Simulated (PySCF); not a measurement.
## Run report: C$_{3}$H$_{7}$BCl$_{2}$, NMR shielding calculation

C$_{3}$H$_{7}$BCl$_{2}$ (BCl2(nPr)), SMILES CCCB(Cl)Cl, computed with GIAO PBE0/pcSseg-1 NMR shielding, non-relativistic, gas phase (PySCF 2.14.0).

The geometry comes from this level: PBE0-D3(BJ)/def2-SVP. It belongs to a series of runs on one base structure; here: one ligand: Cl to nPr. Figures and captions count atoms from 1; the log counts them from 0 in places.

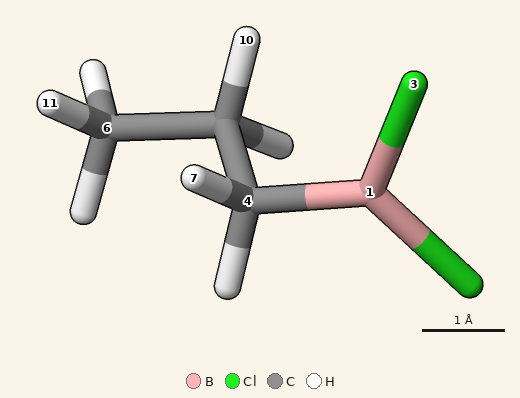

*The structure as given in the input (stick view, seen at a tilt; atoms are numbered from 1 in the order of the input).*

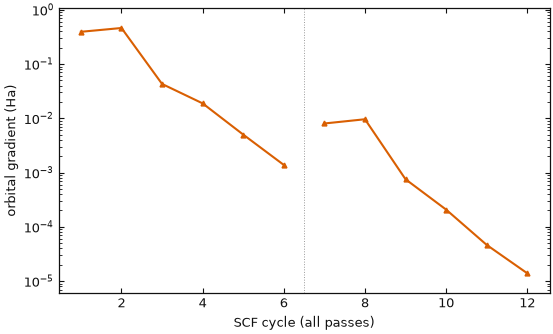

*Convergence of the self-consistent field: orbital gradient against the SCF cycle. The dotted line marks the change from a coarse to the final integration grid.*

The first 6 cycles use a coarse grid, the final grid takes over at cycle 7, and the field converges after 12 cycles in all.

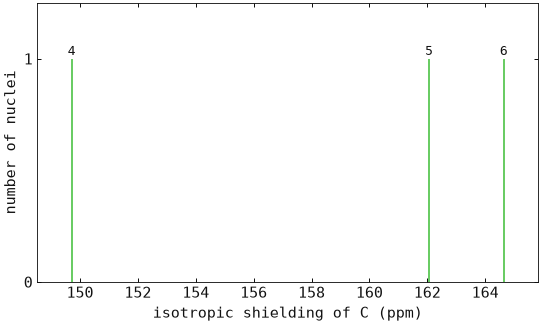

*Isotropic shieldings of the carbon nuclei in this fixed geometry, labelled by atom number; shielding grows to the right, so chemical shift grows to the left.*

The least shielded is C4 (149.7 ppm), the most shielded C6 (164.6 ppm).

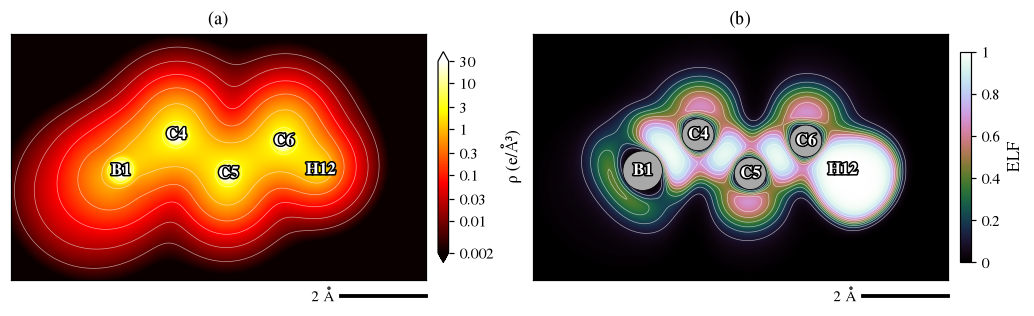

*(a) electron density; (b) electron localisation function on the plane of atoms C5, C6 and H12. Grey discs, where drawn, cover atomic cores.*

The section cuts through B, C and H sites.

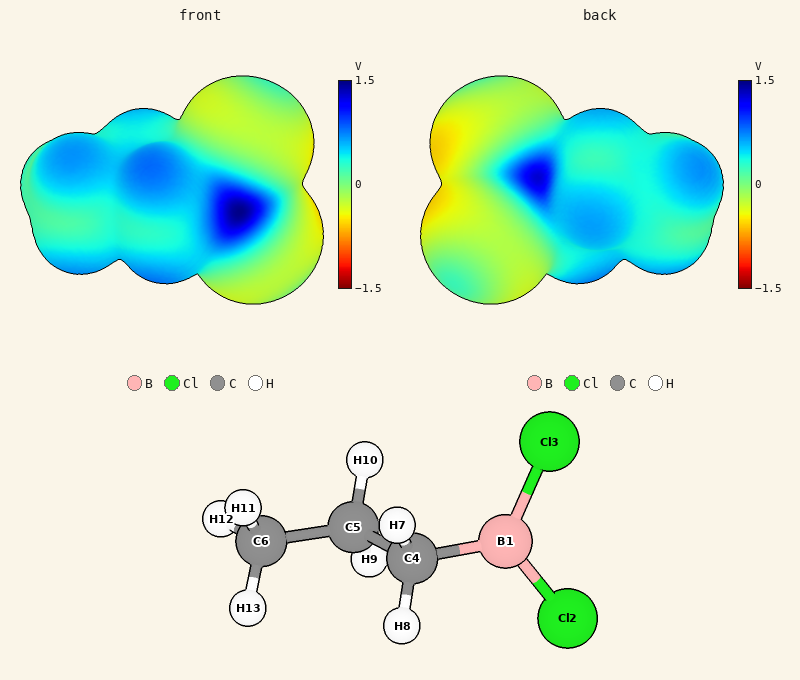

*The electrostatic potential painted on the density surface at 0.002 e/bohr³, seen face on and from behind; the colour scale runs from red (negative) to blue (positive). The bare structure is drawn below in the same view.*

A positive charge is drawn to the negative regions and a negative charge to the positive ones. Its dipole moment is 1.75 D.

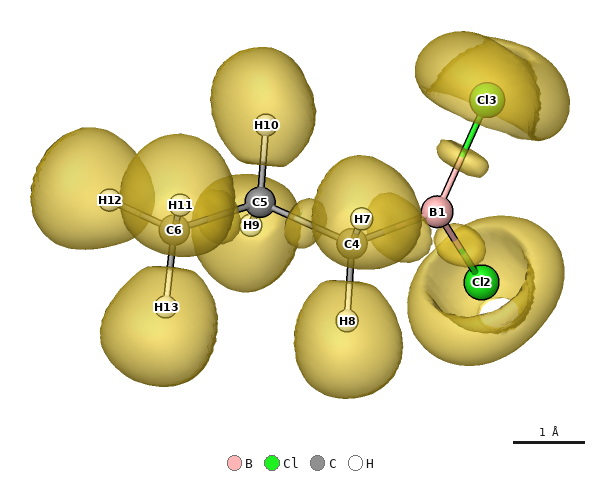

*Isosurface of the electron localisation function at 0.85 (yellow), seen at a tilt. Core shells and regions of very low density are left out.*

Along the contacts the grid gives the following. C–C (1.52 Å): the ELF peaks at about 0.95 between the atoms, which marks a covalent bond.

The input and output of the run follow.

## The input
```
{"job": {"kind": "nmr", "xc": "PBE0", "basis": "pcSseg-1"}, "charge": 0, "multiplicity": 1}
B      1.006209     1.643849     0.755017
Cl     2.759531     1.702831     0.786269
Cl     0.140431     3.161015     0.568630
C      0.231200     0.290121     0.800410
C     -0.127157    -0.169718    -0.623700
C     -0.896849    -1.480696    -0.647972
H     -0.698590     0.415283     1.380946
H      0.835141    -0.486220     1.297438
H      0.797213    -0.272431    -1.217929
H     -0.719480     0.617904    -1.119805
H     -1.848213    -1.393204    -0.099392
H     -1.131148    -1.788624    -1.678428
H     -0.317659    -2.292211    -0.179294
```

The first line tells a small driver script what to run in PySCF; the rest is the geometry in Å.

Launched with:
```bash
OMP_NUM_THREADS=1 python <driver script> task.json out
```

## The program's output
```
coarse grid: 11936 points
cycle   1  E = -1063.2618420258  dE =  4.708e-01  |g| = 3.927e-01  |ddm| = 3.047e+00
cycle   2  E = -1063.2504908098  dE =  1.135e-02  |g| = 4.613e-01  |ddm| = 7.262e-01
cycle   3  E = -1063.3044234340  dE = -5.393e-02  |g| = 4.295e-02  |ddm| = 3.958e-01
cycle   4  E = -1063.3048153196  dE = -3.919e-04  |g| = 1.883e-02  |ddm| = 5.602e-02
cycle   5  E = -1063.3049006198  dE = -8.530e-05  |g| = 5.010e-03  |ddm| = 1.928e-02
cycle   6  E = -1063.3049067493  dE = -6.130e-06  |g| = 1.383e-03  |ddm| = 6.130e-03
final grid: 105928 points
cycle   7  E = -1063.3364818818  dE = -2.992e-05  |g| = 8.027e-03  |ddm| = 2.023e-02
cycle   8  E = -1063.3364736828  dE =  8.199e-06  |g| = 9.605e-03  |ddm| = 1.452e-02
cycle   9  E = -1063.3364979561  dE = -2.427e-05  |g| = 7.530e-04  |ddm| = 8.406e-03
cycle  10  E = -1063.3364980444  dE = -8.834e-08  |g| = 2.077e-04  |ddm| = 8.375e-04
cycle  11  E = -1063.3364980549  dE = -1.051e-08  |g| = 4.645e-05  |ddm| = 2.111e-04
cycle  12  E = -1063.3364980555  dE = -5.539e-10  |g| = 1.393e-05  |ddm| = 5.493e-05
converged SCF energy = -1063.3364980555

GIAO shielding tensors (ppm)
atom      isotropic    diamagn.    paramagn.     s11        s22        s33       span
  0 B       34.425     190.537    -156.112    -16.029     36.331     82.974     99.003
  1 Cl     663.763    1146.840    -483.077    373.965    752.938    864.385    490.420
  2 Cl     669.632    1147.036    -477.404    375.229    756.641    877.026    501.797
  3 C      149.714     251.022    -101.309    128.384    152.086    168.671     40.288
  4 C      162.063     248.810     -86.747    154.498    161.055    170.635     16.137
  5 C      164.646     245.616     -80.969    152.284    155.989    185.666     33.382
  6 H       29.989      31.181      -1.192     26.577     29.759     33.631      7.054
  7 H       29.952      31.332      -1.380     26.111     30.171     33.573      7.462
  8 H       30.039      31.379      -1.340     24.632     30.878     34.608      9.976
  9 H       29.951      31.448      -1.498     24.296     31.019     34.536     10.240
 10 H       30.294      29.268       1.026     26.196     28.573     36.114      9.918
 11 H       29.922      28.161       1.761     25.421     26.991     37.353     11.932
 12 H       30.312      29.249       1.062     26.126     28.611     36.198     10.073
```

## Summary

| quantity | value |
| --- | --- |
| outcome | converged |
| total energy | −1063.336498 hartree |
| HOMO | −8.88 eV |
| LUMO | −1.30 eV |
| dipole moment | 1.75 D |
| isotropic shielding, B | 34.4 ppm |
| isotropic shielding, Cl | 663.8 to 669.6 ppm |
| isotropic shielding, C | 149.7 to 164.6 ppm |
| isotropic shielding, H | 29.9 to 30.3 ppm |
| hardware | 1 CPU thread, shared host |
| wall time | 22 s |
| peak memory | 0.87 GiB |
